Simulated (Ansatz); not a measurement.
## TiO2 (Imma): how G0W0 depends on its starting point

One-shot GW is not self-consistent; how far does the start matter for TiO2 (Imma)?

Program: Ansatz 0.2.0. Level of theory: G0W0 on several functionals, plane waves, PAW. Results are calculated unless marked as measured.

In doubt: masses and optical values from hybrid runs of this build are listed as unsure (step 4), which bears on the screening that GW takes from such a start.

## (1) The starting structure

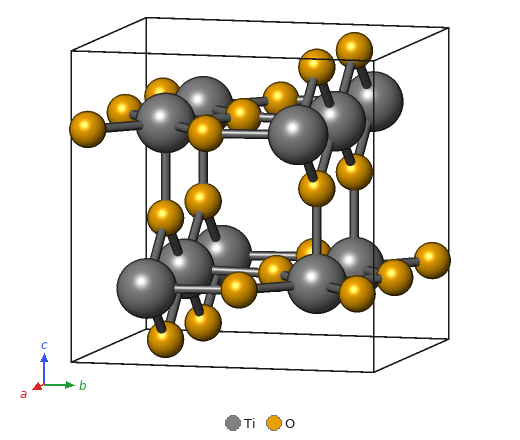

Start, viewed slightly off an axis; titanium grey, oxygen orange. This picture shows the conventional cell, with its axes. Some periodic images of atoms are drawn too.

The cell and positions are those that the Materials Project relaxed with its own functionals (PBE, PBE+U or r2SCAN), kept fixed. This is not the form that TiO2 usually takes at ambient conditions.

## (2) G0W0 on LDA

Now the one-shot GW correction: screening in the RPA, then the self-energy of the levels asked for. This step takes PAW set soft_1 files.

This step: G0W0 on LDA, plane waves, PAW; PAW set soft_1.

The input, input.yaml:

```yaml
crystal:
  lattice:
    - [-2.97316, 3.287369, 3.287402]
    - [2.97316, -3.287369, 3.287402]
    - [2.97316, 3.287369, -3.287402]
  atoms:
    - { symbol: Ti, position: [0.504755, 0.754755, 0.75] }
    - { symbol: Ti, position: [0.495245, 0.245245, 0.25] }
    - { symbol: Ti, position: [0.0, 0.0, 0.5] }
    - { symbol: Ti, position: [0.0, 0.5, 0.0] }
    - { symbol: O, position: [0.304919, 0.30477, 0.499851] }
    - { symbol: O, position: [0.195484, 0.250383, 0.945101] }
    - { symbol: O, position: [0.304919, 0.805068, 0.000149] }
    - { symbol: O, position: [0.805282, 0.250383, 0.554899] }
    - { symbol: O, position: [0.194718, 0.749617, 0.445101] }
    - { symbol: O, position: [0.804516, 0.749617, 0.054899] }
    - { symbol: O, position: [0.695081, 0.194932, 0.999851] }
    - { symbol: O, position: [0.695081, 0.69523, 0.500149] }
kpoints:
  mp_grid: { grid: [4, 4, 4] }
hamiltonian:
  xc: lda
  pseudopotentials: { kind: paw, azcp: { folder: soft_1 }, xc_functional: pbe }
scf:
  occupations: { method: fixed }
gw:
  n_empty_bands: 291
  ecut_chi: 100
  qp_bands: [v4, c4]
  qp_kpoints: band_edges
  screening: { model: contour_deformation }
```

Run with:

```bash
$ ansatz run input.yaml --threads 2 --pin off --max-ram 92160MiB --backend cuda --events-out ev --progress --plain --runs-dir out --devices 1 --max-vram 13GiB
```

Numbers of over 12 decimals in the logs are rounded to 6 here.

What it wrote:

```text
GPUs: using 1 of 1 available (devices: 1).
Engine: ansatz 0.2.0, x86_64-unknown-linux-gnu
Pseudopotentials: kind: paw
Pseudopotential: Ti, paw, valence charge 12, recommended cutoff 420 eV (normal), soft_1/Ti.paw.azcp
Pseudopotential: O, paw, valence charge 6, recommended cutoff 420 eV (normal), soft_1/O.paw.azcp
Functional definition: SPW92
  exchange = slater_x
  correlation = pw_c
device memory: the entry about to start is reckoned to put 2.2 GiB on a device that reports 51.2 GiB free (of which the cap on the GPU budget leaves the run 13.0 GiB)
GPU FFT provider: cuFFT
GPU libraries: cuBLAS 13.8.2, cuFFT 12.4.0, cuSOLVER 12.3.4
Crystal: 12 atoms, lattice volume = 128.523 Å³
Basis set: ecut = 420 eV, 2497 PW (Γ)
Bands: 60, of which v1, the nominal top of the filled ones, is band 48 counted from 1 (47 counted from 0)
Symmetry: 8 space group operations
Space group: Imma (ITA 74), of the structure as read, at distance tolerance 5.0e-5 Å
k-points: 18 of 64
Non-local potential: Ti, projectors of the file, l = 0: 3, l = 1: 2, l = 2: 3, l = 3: 1
Non-local potential: O, projectors of the file, l = 0: 2, l = 1: 2, l = 2: 1
PAW form: soft (Blöchl's): semilocal exchange-correlation on the pseudo side does not see the compensation charge
PAW frozen core: Ti, regenerated for the run's functional, and the local potential with it (the file was generated under x = pbe(κ = 0.804, μ = 0.219515), c = pbe(β = 0.066725))
PAW frozen core: O, regenerated for the run's functional, and the local potential with it (the file was generated under x = pbe(κ = 0.804, μ = 0.219515), c = pbe(β = 0.066725))
PAW one-centre angular grid: Ti, 590 points (default); XC on 64 Gauss nodes
PAW one-centre angular grid: O, 110 points (default); XC on 64 Gauss nodes
Initial density: superposition of atomic densities (chi_scale 0.1, normalization cell, long waves kept (reshape's long-wave potential 0.00 eV rms))
Initial wavefunctions: pseudopotential atomic-orbital guess
GPU buffer pool allocated for 64000 grid points (all kernels)
GPU transforms: local potential and band sums: pruned to the plane-wave sphere, on 40×40×40
Functional: x = slater, c = lda
SCF iter   1: F=—  HF=-14260.882082 eV  |F-HF|=—  |Δ(HF+E_count)|=         —  Δρ=5.01e-2  dr2=2.94e0  ethr=3.10e-3  ⟨swp⟩=3.1  Hψ=3181  notcnv=0  defer=113
preconditioner: auto → Resta (q_TF=auto, 2.599 Å⁻¹)  ε∞=8.9  [insulator: Δε(μ)=1.805 eV  Ē_g=9.298 eV  n_scr=42 (ndim 8)  ℏωp=26.2 eV  f_vac=0.000  ε∞_Penn≈8.9]
SCF iter   2: F=—  HF=-14260.684251 eV  |F-HF|=—  |Δ(HF+E_count)|=   1.98e-1  Δρ=3.09e-2  dr2=9.99e-1  ethr=3.06e-3  ⟨swp⟩=3.0  Hψ=1909  notcnv=0  defer=112
SCF iter   3: F=—  HF=-14260.608751 eV  |F-HF|=—  |Δ(HF+E_count)|=   7.55e-2  Δρ=2.27e-2  dr2=6.99e-1  ethr=1.04e-3  ⟨swp⟩=2.0  Hψ=1495  notcnv=0  defer=130
SCF iter   4: F=—  HF=-14260.479971 eV  |F-HF|=—  |Δ(HF+E_count)|=   1.29e-1  Δρ=4.10e-3  dr2=2.04e-2  ethr=7.28e-4  ⟨swp⟩=2.0  Hψ=1630  notcnv=0  defer=118
SCF iter   5: F=—  HF=-14260.482254 eV  |F-HF|=—  |Δ(HF+E_count)|=   2.28e-3  Δρ=1.33e-3  dr2=2.98e-3  ethr=2.12e-5  ⟨swp⟩=2.0  Hψ=1350  notcnv=0  defer=173
SCF iter   6: F=—  HF=-14260.482177 eV  |F-HF|=—  |Δ(HF+E_count)|=   7.78e-5  Δρ=3.42e-4  dr2=1.40e-4  ethr=3.11e-6  ⟨swp⟩=2.0  Hψ=1441  notcnv=0  defer=173
SCF iter   7: F=—  HF=-14260.482203 eV  |F-HF|=—  |Δ(HF+E_count)|=   2.61e-5  Δρ=3.61e-4  dr2=1.80e-4  ethr=1.45e-7  ⟨swp⟩=2.0  Hψ=1601  notcnv=0  defer=177
SCF iter   8: F=—  HF=-14260.482174 eV  |F-HF|=—  |Δ(HF+E_count)|=   2.87e-5  Δρ=4.64e-5  dr2=2.42e-6  ethr=1.45e-7  ⟨swp⟩=2.0  Hψ=1439  notcnv=0  defer=107
SCF iter   9: F=—  HF=-14260.482174 eV  |F-HF|=—  |Δ(HF+E_count)|=   6.71e-8  Δρ=3.35e-5  dr2=1.27e-6  ethr=2.52e-9  ⟨swp⟩=2.0  Hψ=1660  notcnv=0  defer=101
SCF iter  10: F=-14260.482174 eV  HF=-14260.482174 eV  |F-HF|=2.11e-8  |Δ(HF+E_count)|=   2.46e-7  Δρ=5.45e-6  dr2=3.31e-8  ethr=1.04e-10  ⟨swp⟩=7.8  Hψ=3773  notcnv=0
SCF 1 converged in 10 iterations: F = -14260.482174 eV  dr2 = 3.31e-8
  greatest PAW one-centre occupation: 0.998 electrons in one spin orbital (limit 2), on the Ti atom at site 1 (counted from 0), in its partial waves of l = 0
device memory: the entry about to start is reckoned to put 2.7 GiB (of the 2.8 GiB reckoned in all, the device holds 0.1 GiB already) on a device that reports 45.8 GiB free (of which the cap on the GPU budget leaves the run 13.0 GiB)
NSCF: frozen V_eff on 18 k-points
the band table was solved once the SCF had ended and its energy, with any forces and stress, was formed, with the checks that follow a solve (3928 applications of the Hamiltonian). They found nothing against the state; the energy, forces and stress were not computed again (output.eigenvalues in the input reference)
device memory: the entry about to start is reckoned to put 3.1 GiB on a device that reports 45.9 GiB free (of which the cap on the GPU budget leaves the run 13.0 GiB)
NSCF: frozen V_eff on 18 k-points
G₀W₀ screening: q 1/18
[... further progress lines ...]
device memory: the entry about to start is reckoned to put 0.9 GiB on a device that reports 51.5 GiB free (of which the cap on the GPU budget leaves the run 13.0 GiB)
NSCF: frozen V_eff on 1 k-points
SCF converged after 10 iterations
Free energy (F): -14260.482174 eV
Harris-Foulkes:  -14260.482174 eV  (|F-HF|=2.11e-8)
Internal energy: -14260.482174 eV  (E = F + TS)
E sigma→0 (E₀):  -14260.482174 eV
Fermi energy:    8.240641 eV
--- Per-component energies (eV) ---
  E_band       = -848.956087
  E_kinetic    = 2442.097493
  E_local      = -6499.974173  (includes V_loc(G=0)·N_el)
  E_nonlocal   = 676.919189
  E_hartree    = 2434.257801
  E_xc         = -1022.746438
  E_vxc        = -1303.008439  (∫ρ·V_xc dr)
  E_paw        = -5175.769179  (= ΣΔE_a)
  E_vpaw       = -1033.507007  (= ΣTr[D̂ρ^β])
  E_aug_tail   = 0.006073  (compensation charges beyond the density's cutoff)
  E_ewald      = -7117.352114
  E_core_change = 2.079174  (= ΣΔE_core)
  E_smearing   = -0.000000  (= −TS)
  E_closure    = 0.000000  (closes the sum)
  Σ components = -14260.482174   (vs F -14260.482174, Δ=0.00e0)
--- Band table (eV; the first three rows and the last of 18) ---
  k-point 0: bands = [... 44 lower, 7.5749, 7.8051, 7.8067, 8.2406, 9.9999, 10.2605, 10.5525, 10.6057, ... 8 higher]
  k-point 1: bands = [... 44 lower, 7.3480, 7.3961, 7.5038, 8.0317, 10.3631, 10.4515, 10.5057, 10.6958, ... 8 higher]
  k-point 2: bands = [... 44 lower, 7.0331, 7.0331, 7.6194, 7.6194, 10.3999, 10.3999, 10.7774, 10.7774, ... 8 higher]
  k-point 17: bands = [... 44 lower, 6.9856, 6.9882, 7.1823, 7.1864, 10.0299, 10.0382, 10.6492, 10.6512, ... 8 higher]
--- G₀W₀: contour deformation, 7 samples at zero and on the imaginary axis and 2 off it, 64 q-points, 291 empty bands' worth ---
  eigenvalues of the whole cell's RPA ε∞ on this k-mesh (on a slab, of 1 + 4πα/V) = 7.5475, 7.5628, 9.0857; static W/v taken at q = 0 is 0.124315
  bands read: the sum over 339 bands ends inside a degenerate multiplet in 2 slots, whose members it reads at an even weight; the widest, k=2: bands 339 to 340 (counted from 1) at 1/2 each
  gw.qp_kpoints: band_edges: 18 of 18 stored k-points solved, in 1 pass; an edge of the gap read off the rows below is read off those points alone
    ik  band        ε_KS         Σx   Σc(E_QP)       V_xc       Z   E_QP_lin       E_QP  E_QP is
     0    45      7.5749   -26.3119     4.5693   -21.7989  0.7200     7.6312     7.6313  root
     0    46      7.8051   -25.9419     4.4760   -21.5681  0.7146     7.9070     7.9072  root
     0    47      7.8067   -25.9474     4.4785   -21.5704  0.7147     7.9080     7.9082  root
     0    48      8.2406   -25.8502     4.5988   -21.3653  0.7032     8.3543     8.3546  root
     0    49      9.9999   -13.4009    -7.0087   -22.0281  0.7156    11.6930    11.6184  root
     0    50     10.2605   -13.3261    -6.7320   -21.5849  0.7169    11.8532    11.7872  root
     0    51     10.5525   -13.6377    -7.2185   -22.4035  0.6985    12.1779    12.0999  root
     0    52     10.6057   -13.7102    -7.3680   -22.6671  0.7010    12.2768    12.1947  root
     1    45      7.3480   -25.3488     4.3288   -21.1280  0.7081     7.4558     7.4561  root
     1    46      7.3961   -25.3960     4.1804   -21.3555  0.7128     7.5356     7.5360  root
     1    47      7.5038   -25.7946     4.7630   -21.0797  0.7041     7.5518     7.5519  root
     1    48      8.0317   -25.6431     4.6601   -21.0736  0.7017     8.1222     8.1224  root
     1    49     10.3631   -13.8664    -6.9161   -22.3659  0.7099    12.0215    11.9465  root
     1    50     10.4515   -13.5921    -6.8963   -21.9948  0.7051    12.0268    11.9577  root
     1    51     10.5057   -13.6043    -7.1992   -22.3635  0.7019    12.1432    12.0658  root
     1    52     10.6958   -13.9073    -6.9063   -22.3270  0.7024    12.2839    12.2092  root
     2    45      7.0331   -25.1656     4.4942   -20.7507  0.6997     7.1123     7.1125  root
     2    46      7.0331   -25.1656     4.4942   -20.7507  0.6997     7.1123     7.1125  root
     2    47      7.6194   -25.4840     4.7086   -20.8407  0.6999     7.6846     7.6848  root
     2    48      7.6194   -25.4840     4.7086   -20.8407  0.6999     7.6846     7.6848  root
     2    49     10.3999   -13.5579    -6.9870   -22.0795  0.7059    12.0058    11.9346  root
     2    50     10.3999   -13.5579    -6.9870   -22.0795  0.7059    12.0058    11.9346  root
     2    51     10.7774   -14.0062    -7.3064   -22.9153  0.7001    12.4677    12.3801  root
     2    52     10.7774   -14.0062    -7.3064   -22.9153  0.7001    12.4677    12.3801  root
[...]
17    45      6.9856   -26.1174     4.7942   -21.3151  0.7129     6.9775     6.9775  root
    17    46      6.9882   -26.1190     4.7953   -21.3161  0.7128     6.9805     6.9805  root
    17    47      7.1823   -25.8631     4.5841   -21.3278  0.7147     7.2311     7.2312  root
    17    48      7.1864   -25.8675     4.5873   -21.3288  0.7148     7.2349     7.2349  root
    17    49     10.0299   -13.5427    -6.8610   -22.0065  0.7175    11.7042    11.6327  root
    17    50     10.0382   -13.5482    -6.8585   -22.0105  0.7176    11.7135    11.6420  root
    17    51     10.6492   -13.7198    -7.5564   -22.9007  0.7000    12.3617    12.2737  root
    17    52     10.6512   -13.7249    -7.5461   -22.8944  0.7001    12.3624    12.2746  root
```

Run time: 49 s. Hardware: 1 × NVIDIA H100 80GB HBM3 (shared by 6 runs) with 2 threads of AMD EPYC 7R13 (Zen 3), shared host; peak memory 1.7 GiB.

This step gave:

```
bands summed                                 : 339
RPA ε∞ on this mesh (eigenvalues)            : 7.548, 7.563, 9.086
plane waves in the screening matrix          : 297
q-points in the mesh                         : 64
G0W0 gap on the mesh                         : 3.212 eV
k of the valence top                         : 0, 0, 0
k of the conduction bottom                   : 0, -0.5, -0.5
starting gap on the mesh                     : 1.759 eV
Z at the valence top                         : 0.7032
Z at the conduction bottom                   : 0.7149
least direct G0W0 gap on the computed points : 3.264 eV
```

The gap on the mesh goes from 1.76 eV to 3.21 eV, a correction of +1.45 eV, though a band edge has moved to another state.

## (3) G0W0 on r2SCAN

The same correction from a different start measures what one shot leaves open.

This step: G0W0 on r2SCAN, plane waves, PAW; PAW set soft_1.

Changes to input.yaml since step 2:

```diff
@@ -21,4 +21,4 @@
 hamiltonian:
-  xc: lda
-  pseudopotentials: { kind: paw, azcp: { folder: soft_1 }, xc_functional: pbe }
+  xc: r2scan
+  pseudopotentials: { kind: paw, azcp: { folder: soft_1 } }
 scf:
```

What it wrote:

```text
GPUs: using 1 of 1 available (devices: 1).
[...]
GPU FFT provider: cuFFT
GPU libraries: cuBLAS 13.8.2, cuFFT 12.4.0, cuSOLVER 12.3.4
Crystal: 12 atoms, lattice volume = 128.523 Å³
Basis set: ecut = 500 eV, 3215 PW (Γ), exchange–correlation on 180×180×180 points (64 copies of the dense FFT grid, shifted against one another)
Bands: 60, of which v1, the nominal top of the filled ones, is band 48 counted from 1 (47 counted from 0)
Symmetry: 8 space group operations
[...]
k-points: 18 of 64
[...]
GPU buffer pool allocated for 91125 grid points (all kernels)
[...]
SCF iter   1: F=—  HF=-14584.816794 eV  |F-HF|=—  |Δ(HF+E_count)|=         —  Δρ=7.79e-2  dr2=7.97e0  dr2_τ=1.34e0  ethr=3.10e-3  ⟨swp⟩=3.5  Hψ=3219  notcnv=0  defer=124
[...]
SCF iter  10: F=-14585.072682 eV  HF=-14585.072682 eV  |F-HF|=3.54e-8  |Δ(HF+E_count)|=   9.97e-9  Δρ=6.43e-6  dr2=4.81e-8  dr2_τ=5.12e-9  ethr=1.04e-10  ⟨swp⟩=9.2  Hψ=3607  notcnv=0
SCF 1 converged in 10 iterations: F = -14585.072682 eV  dr2 = 4.81e-8
[...]
NSCF: frozen V_eff on 18 k-points
[...]
G₀W₀ screening: q 1/18
[... further progress lines ...]
[...]
SCF converged after 10 iterations
Free energy (F): -14585.072682 eV
[...]
Internal energy: -14585.072682 eV  (E = F + TS)
E sigma→0 (E₀):  -14585.072682 eV
Fermi energy:    8.286092 eV
[...]
--- Band table (eV; the first three rows and the last of 18) ---
  k-point 0: bands = [... 44 lower, 7.5857, 7.8244, 7.8259, 8.2861, 10.4548, 10.7603, 10.9912, 11.0471, ... 8 higher]
  k-point 1: bands = [... 44 lower, 7.3735, 7.4336, 7.5164, 8.0720, 10.8123, 10.9016, 10.9492, 11.1688, ... 8 higher]
  k-point 2: bands = [... 44 lower, 7.0623, 7.0623, 7.6452, 7.6452, 10.8494, 10.8494, 11.2212, 11.2212, ... 8 higher]
  k-point 17: bands = [... 44 lower, 6.9676, 6.9701, 7.1966, 7.2007, 10.4852, 10.4933, 11.0896, 11.0917, ... 8 higher]
[...]
0    45      7.5857   -26.1426     4.6825   -21.6456  0.7219     7.7706     7.7713  root
     0    46      7.8244   -26.1000     4.4714   -21.8842  0.7280     8.0789     8.0800  root
     0    47      7.8259   -26.1047     4.4728   -21.8873  0.7282     8.0802     8.0813  root
     0    48      8.2861   -26.0949     4.6605   -21.6758  0.7174     8.5265     8.5275  root
     0    49     10.4548   -13.2654    -6.8143   -21.3153  0.7251    11.7250    11.6904  root
     0    50     10.7603   -13.2467    -6.5716   -20.9887  0.7261    11.9620    11.9306  root
     0    51     10.9912   -13.4585    -7.0713   -21.7304  0.7084    12.2291    12.1918  root
     0    52     11.0471   -13.5664    -7.1537   -21.9412  0.7107    12.3064    12.2681  root
[...]
17    49     10.4852   -13.4266    -6.6693   -21.3277  0.7273    11.7507    11.7170  root
    17    50     10.4933   -13.4327    -6.6664   -21.3323  0.7274    11.7602    11.7264  root
    17    51     11.0896   -13.5913    -7.3096   -22.1484  0.7098    12.3776    12.3371  root
    17    52     11.0917   -13.5958    -7.3000   -22.1427  0.7099    12.3790    12.3386  root
```

The job ended after 43 s (1 × NVIDIA H100 80GB HBM3 (shared by 6 runs) with 2 threads; peak memory 2 GiB).

Numbers from this step:

* bands summed: 339
* RPA ε∞ on this mesh (eigenvalues): 6.358, 6.369, 7.595
* plane waves in the screening matrix: 297
* q-points in the mesh: 64
* G0W0 gap on the mesh: 3.126 eV
* k of the valence top: 0, 0, 0
* k of the conduction bottom: 0, -0.5, -0.5
* starting gap on the mesh: 2.169 eV
* Z at the valence top: 0.7174
* Z at the conduction bottom: 0.7231
* least direct G0W0 gap on the computed points: 3.163 eV

Against the run with 4×4×4 mesh, 291 empty bands, screening to 100 eV, PAW set soft_1 files on LDA, the gap moves by −0.09 eV, while the start moved by +0.41 eV.

## (4) G0W0 on HSE06

This step: G0W0 on HSE06, plane waves, PAW; PAW set soft_1.

Changes to input.yaml since step 3:

```diff
@@ -21,3 +21,3 @@
 hamiltonian:
-  xc: r2scan
+  xc: hse06
   pseudopotentials: { kind: paw, azcp: { folder: soft_1 } }
```

What it wrote:

```text
GPUs: using 1 of 1 available (devices: 1).
[...]
davidson cushion auto → on  (no smearing: the cushion is to keep the highest requested band from converging to the state above it; pin scf.eigensolver.cushion to override)
[...]
GPU FFT provider: cuFFT
GPU libraries: cuBLAS 13.8.2, cuFFT 12.4.0, cuSOLVER 12.3.4
Crystal: 12 atoms, lattice volume = 128.523 Å³
Basis set: ecut = 420 eV, 2497 PW (Γ)
[...]
0    51     11.5936   -12.9282    -6.6205   -20.2855  0.7460    12.3394    12.3304  root
     0    52     11.6378   -13.0944    -6.6291   -20.4838  0.7484    12.4076    12.3981  root
[...]
17    49     10.9998   -12.9957    -6.1799   -19.9765  0.7632    11.8098    11.8007  root
    17    50     11.0079   -13.0020    -6.1774   -19.9818  0.7633    11.8194    11.8103  root
    17    51     11.6911   -13.1658    -6.7573   -20.7041  0.7475    12.4820    12.4720  root
    17    52     11.6924   -13.1687    -6.7497   -20.6990  0.7476    12.4831    12.4731  root
[key lines of the parts left out:]
Free energy (F): -14551.513280 eV
Fermi energy:    7.669012 eV
```

Wall time 2 min (1 × NVIDIA H100 80GB HBM3 (shared by 6 runs) with 2 threads); peak memory 2.4 GiB; 2.5 min of CPU time.

This step gave:

```yaml
bands_summed: 339
rpa_eps_infinity_on_this_mesh_eigenvalues: 4.984, 4.989, 5.859
plane_waves_in_the_screening_matrix: 297
g0w0_gap_on_the_mesh: 3.500 eV
k_of_the_valence_top: 0, 0, 0
k_of_the_conduction_bottom: 0, -0.5, -0.5
starting_gap_on_the_mesh: 3.318 eV
least_direct_g0w0_gap_on_the_computed_points: 3.535 eV
```

Against the run with 4×4×4 mesh, 291 empty bands, screening to 100 eV, PAW set soft_1 files on r2SCAN, the gap moves by +0.37 eV, while the start moved by +1.15 eV.

(Part 1 of 2 ends here.)

[Paths, hosts, dates, memory and timing lines, banners, echoed tables and standing remarks are left out of the program output.]

[Logs are printed without paths, hosts, clocks, repeated set-up lines and the standing remarks that a program may print on its own settings, such as how far it seeks lower states.]

[Runs of the session that timed out or met a known fault of the program may be left out.]

[Cells called generated may have been cut or substituted from an entry of the Crystallography Open Database or the Materials Project.]

[Hosts, paths, dates, database ids (printed as entryN), source tags and the programs' standing remarks are cut or masked in the printed files.]
